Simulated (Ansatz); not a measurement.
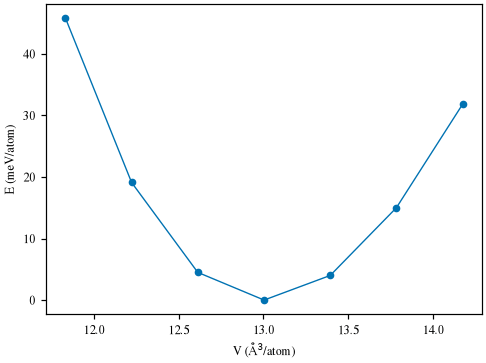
Fig. 1. ZnCu (CsCl type, space group No. 221) under volume change, PBE (plane waves, PAW; program Ansatz), scaled uniformly.

Q: What does a third-order Birch–Murnaghan fit give for V₀, B₀ and B′?

A: V₀ = 13.00 Å³/atom, B₀ = 115 GPa, B′ = 5.0.

Space group Pm-3m (CsCl type). The cell was relaxed with PBE under the symmetry of its start. No spin polarisation was allowed.

Potentials: the earlier of the program's two PAW sets.
